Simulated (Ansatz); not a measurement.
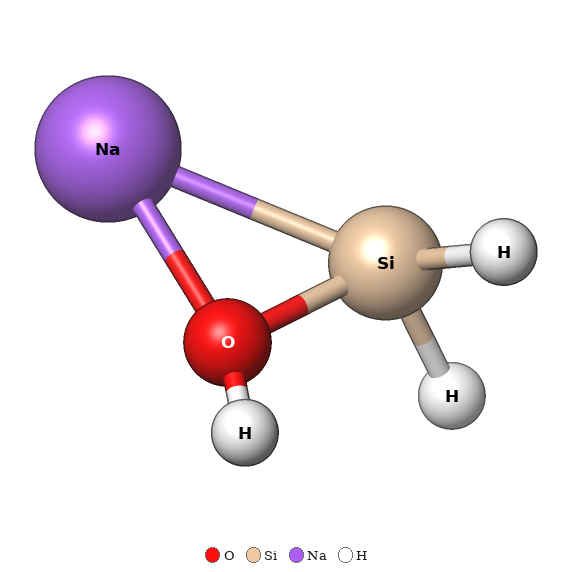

Rendered structure (ball-and-stick style).

The computed structure is the end point of a PBE0-D4/def2-TZVP optimisation. No frequency run is at hand to confirm it as a minimum.

Identify the structure.

It has 6 atoms: 3 hydrogen, 1 sodium, 1 oxygen and 1 silicon (H3NaOSi). The point group is Cs. Coordination, clear cases only: 1 O T-shaped.

The parts below concern this one geometry. Atoms keep their numbers from picture to picture.

### Electronic properties

No frequency run is at hand to confirm it as a minimum. Properties computed with RKS PBE0-D4/def2-TZVPP (Ansatz 0.2.0).

Predict the main results.

- HOMO energy (Kohn–Sham orbital): −4.73 eV
- LUMO energy (Kohn–Sham orbital): −1.40 eV
- HOMO–LUMO gap: 3.33 eV

### Dipole moment

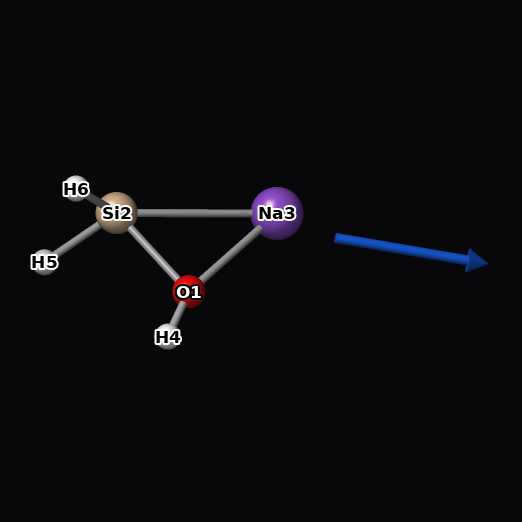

The arrow beside the molecule shows the direction of the dipole moment, from the negative to the positive end (its length means nothing). No frequency run is at hand to confirm it as a minimum. Level of theory: RKS PBE0-D4/def2-TZVP (Ansatz 0.2.0).

Estimate the dipole moment.

Answer. 6.71 D; it points from the side of H5, H6 to the side of Na3 (the outermost atoms at the two ends).

### Charges

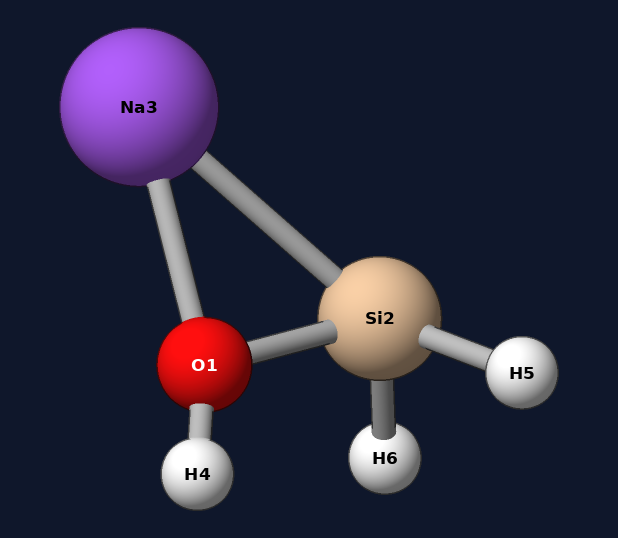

The questions are on Mulliken charges. No frequency run is at hand to confirm it as a minimum. Level of theory: RKS PBE0-D4/def2-TZVP (Ansatz 0.2.0).

List the Mulliken charges.

```tsv
atom	value (e)
O1	−0.67
Si2	−0.13
Na3	0.63
H4	0.31
H5	−0.08
H6	−0.08
```

Mulliken values depend strongly on the basis set and can even reverse the polarity of a bond.
